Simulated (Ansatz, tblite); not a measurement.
# The cluster Ge2F5−: spin states and exact exchange

Is the singlet the ground state of the cluster Ge2F5−? Other spin states are computed and compared level by level.

The runs use Ansatz 0.2.0, Gaussian basis; as each input shows.

Levels to be run: triplet, at the geometry of the singlet (GFN1-xTB, GFN2-xTB, PBE0-D4/def2-TZVPD, PBE-D4/def2-TZVPD, r2SCAN-D4/def2-TZVPD); the singlet's energies come from earlier runs.

3 further runs of the same task are left out: 3 set aside as unsound or not needed. Runs told in other sessions of the task aren't counted.

### Step 1. The geometry

The singlet was relaxed beforehand with PBE0-D4/def2-SVPD. At that level it is the lowest of the isomers that a small search found.

7 atoms, charge -1, spin multiplicity 1.

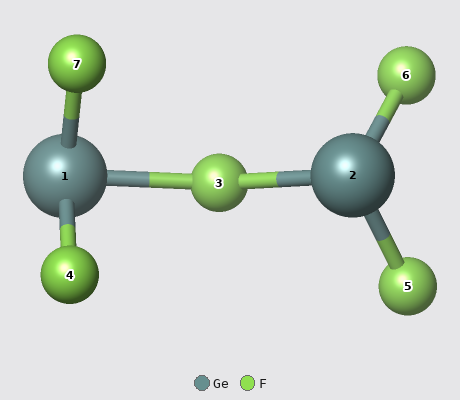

The structure; germanium teal, fluorine green; atoms are numbered from 1 in the order of the file.

Coordinates:

```tsv
atom	x (Å)	y (Å)	z (Å)
Ge1	-1.3451	-1.6018	0.0025
Ge2	0.9561	1.3196	0.1161
F3	0.1987	-0.4641	-0.4215
F4	-1.0364	-1.4768	1.7799
F5	2.6177	0.6090	0.2096
F6	1.0930	1.8134	-1.6190
F7	-2.4840	-0.1993	-0.0677
```

The ion is computed in the gas phase, without counter-ions or solvent.

### Step 2. Triplet at the fixed geometry, GFN1-xTB

Tight binding, by tblite at 300 K electronic temperature and without a spin-polarisation term:

```python
tblite.interface.Calculator('GFN1-xTB', numbers, positions, charge=-1, uhf=2).singlepoint()
```

Energy -795.9941 eV; 0.007 s.

### Step 3. Triplet at the fixed geometry, GFN2-xTB

Tight binding, by tblite at 300 K electronic temperature and without a spin-polarisation term:

```python
tblite.interface.Calculator('GFN2-xTB', numbers, positions, charge=-1, uhf=2).singlepoint()
```

Energy -759.4314 eV; 0.008 s.

### Step 4. Triplet at the fixed geometry, PBE0-D4/def2-TZVPD

The input, in.yaml:

```yaml
crystal:
  periodic: [false, false, false]
  atoms:
    - {symbol: Ge, position_ang: [-1.345103, -1.601833, 0.002525]}
    - {symbol: Ge, position_ang: [0.956082, 1.319609, 0.116136]}
    - {symbol: F, position_ang: [0.198720, -0.464146, -0.421481]}
    - {symbol: F, position_ang: [-1.036443, -1.476789, 1.779867]}
    - {symbol: F, position_ang: [2.617714, 0.609049, 0.209623]}
    - {symbol: F, position_ang: [1.093033, 1.813353, -1.619019]}
    - {symbol: F, position_ang: [-2.484002, -0.199252, -0.067652]}
basis:
  gaussian: {orbitals: def2-TZVPD}
total_charge: -1
magnetization: {spin_polarized: true, initial_magnetization: 2}
hamiltonian: {xc: pbe0, dispersion: d4}
scf: {omitted_lower_state_checks: [starts]}
output: {orbitals: {seedname: orbitals}}
```

Launch:

```sh
> ansatz run in.yaml --threads 4 --pin off --events-out ev --progress --plain --max-ram 4787MiB
```

Output:

```text
Functional definition: PBE0
  name "PBE0"
  cite "Adamo & Barone, J. Chem. Phys. 110, 6158 (1999) doi:10.1063/1.478522"
  cite "Perdew, Burke & Ernzerhof, Phys. Rev. Lett. 77, 3865 (1996) doi:10.1103/PhysRevLett.77.3865"
  parent pbe
  parameter a = 0.25
  parameter kappa = 0.804
  parameter beta = 0.06672455060314922
  exchange = (1 - a)*pbe_x(kappa = kappa, mu = beta*pi^2/3) + a*exact_x
  correlation = pbe_c(beta = beta)
these checks for a lower state are left out or cut short: starts
1837 factors; their error is unknown
the host lacks memory for fits, so the integrals are decomposed
1965 factors; integrals over basis functions are off by at most 1.1e-3 eV
mean field evaluation 1: about -126601.0010 eV, gradient 2.9e1 eV
mean field evaluation 2: about -126592.7943 eV, gradient 5.7e1 eV
mean field evaluation 4: about -126603.1326 eV, gradient 8.6e0 eV
mean field evaluation 8: about -126603.9167 eV, gradient 1.1e0 eV
mean field evaluation 16: about -126604.1161 eV, gradient 8.8e-1 eV
mean field -126604.19679118 eV, -4652.6184166691 hartree, gradient 1.7e-5 eV, S^2 2.003570; 0 other end points of the search recorded, 0 dependent functions left out
reference -126604.19683906 eV, -4652.6184184287 hartree; 56, 54 occupied and 252, 254 virtual orbitals, 1965 factors
Total energy: -126604.36641611 eV, -4652.6246502703 hartree
Checks for a lower state left out: starts
```

Wall time 29 s (4 threads of Arm Neoverse V1, shared host); peak memory 1.6 GiB.

HOMO 0.80 eV, LUMO -1.36 eV (over both spins; with the spin held, an empty level of the minority spin lies below the top filled one); ⟨S²⟩ 2.004 (pure: 2.00). Doubts: highest occupied level lies above zero.

### Step 5. Triplet at the fixed geometry, PBE-D4/def2-TZVPD

start.molden holds the orbitals of an earlier run on this state, given as this run's starting guess.

Edit in.yaml of step 4 so:

```diff
@@ -11,6 +11,6 @@
 basis:
-  gaussian: {orbitals: def2-TZVPD}
+  gaussian: {orbitals: def2-TZVPD, initial_orbitals: start.molden}
 total_charge: -1
 magnetization: {spin_polarized: true, initial_magnetization: 2}
-hamiltonian: {xc: pbe0, dispersion: d4}
+hamiltonian: {xc: pbe, dispersion: d4}
 scf: {omitted_lower_state_checks: [starts]}
```

Same command.

Output:

```text
Functional definition: PBE
  name "PBE"
  cite "Perdew, Burke & Ernzerhof, Phys. Rev. Lett. 77, 3865 (1996) doi:10.1103/PhysRevLett.77.3865"
  parent pbe
  parameter kappa = 0.804
  parameter beta = 0.06672455060314922
  exchange = pbe_x(kappa = kappa, mu = beta*pi^2/3)
  correlation = pbe_c(beta = beta)
these checks for a lower state are left out or cut short: starts
1731 factors; their error is unknown
mean field evaluation 1: about -126601.7939 eV, gradient 1.2e1 eV
mean field evaluation 2: about -126602.1383 eV, gradient 5.4e-1 eV
mean field evaluation 4: about -126602.2301 eV, gradient 1.6e-1 eV
mean field evaluation 8: about -126602.2232 eV, gradient 4.4e-2 eV
mean field evaluation 16: about -126602.2233 eV, gradient 1.1e-4 eV
mean field -126602.22327755 eV, -4652.5458913810 hartree, gradient 3.9e-6 eV, S^2 2.002581; 0 other end points of the search recorded, 0 dependent functions left out
reference -126602.22333610 eV, -4652.5458935327 hartree; 56, 54 occupied and 252, 254 virtual orbitals, 1731 factors
Total energy: -126602.42074356 eV, -4652.5531481231 hartree
Checks for a lower state left out: starts
```

Wall time 24 s (4 threads of Arm Neoverse V1, shared host); peak memory 1.3 GiB.

From the report: HOMO 1.72 eV, LUMO -2.34 eV (over both spins; with the spin held, an empty level of the minority spin lies below the top filled one); ⟨S²⟩ 2.003 (pure: 2.00). Doubts: highest occupied level lies above zero.

### Step 6. Triplet at the fixed geometry, r2SCAN-D4/def2-TZVPD

Edit in.yaml of step 5 so:

```diff
@@ -14,3 +14,3 @@
 magnetization: {spin_polarized: true, initial_magnetization: 2}
-hamiltonian: {xc: pbe, dispersion: d4}
+hamiltonian: {xc: r2scan, dispersion: d4}
 scf: {omitted_lower_state_checks: [starts]}
```

Same command.

Output:

```text
Functional definition: r2SCAN
  name "r2SCAN"
  cite "Furness, Kaplan, Ning, Perdew & Sun, J. Phys. Chem. Lett. 11, 8208 (2020) doi:10.1021/acs.jpclett.0c02405"
  cite "Furness, Kaplan, Ning, Perdew & Sun, J. Phys. Chem. Lett. 11, 9248 (2020) doi:10.1021/acs.jpclett.0c03077"
  parent r2scan
  parameter k0 = 0.174
  parameter k1 = 0.065
  parameter a1 = 4.9479
  exchange = r2scan_x(k0 = k0, k1 = k1, a1 = a1)
  correlation = r2scan_c
these checks for a lower state are left out or cut short: starts
1731 factors; their error is unknown
mean field evaluation 1: about -126625.6041 eV, gradient 6.8e0 eV
mean field evaluation 2: about -126625.6797 eV, gradient 1.6e-1 eV
mean field evaluation 4: about -126625.6806 eV, gradient 3.8e-2 eV
mean field evaluation 8: about -126625.6807 eV, gradient 1.4e-5 eV
mean field -126625.68070048 eV, -4653.4079357734 hartree, gradient 2.2e-5 eV, S^2 2.004883; 0 other end points of the search recorded, 0 dependent functions left out
reference -126625.68073320 eV, -4653.4079369760 hartree; 56, 54 occupied and 252, 254 virtual orbitals, 1731 factors
Total energy: -126625.72848897 eV, -4653.4096919682 hartree
Checks for a lower state left out: starts
```

It took 27 s on 4 threads of Arm Neoverse V1, shared host; peak memory 0.74 GiB.

HOMO 1.54 eV, LUMO -1.94 eV (over both spins; with the spin held, an empty level of the minority spin lies below the top filled one); ⟨S²⟩ 2.005 (pure: 2.00). Doubts: highest occupied level lies above zero.

### Step 7. Triplet less singlet, vertical

The singlet's energies are those of its earlier runs, whose logs aren't repeated here.

```tsv
level	triplet less singlet, vertical (kcal/mol)	time
GFN1-xTB	+106.8	0.013 s
GFN2-xTB	+153.3	0.013 s
PBE-D4/def2-TZVPD	+100.4	28 s
r2SCAN-D4/def2-TZVPD	+102.8	38 s
PBE0-D4/def2-TZVPD	+105.6	40 s
```

Times add the two runs; a level without a time comes out of a correlated run. Tight binding without a spin term can't rank spin states.

### Step 8. Results

| quantity | value |
| --- | --- |
| triplet less singlet, vertical, functionals in def2-TZVPD | +100.4 (PBE-D4) to +105.6 kcal/mol (PBE0-D4) |

All functionals put the triplet above the singlet, over a spread of 5.3 kcal/mol. The checks for a lower triplet were left out, so another state of that spin may lie lower. These are electronic energies, without zero-point motion, entropy or surroundings.

The anion's highest level is positive in at least one run, so there the basis alone may hold the extra electron.
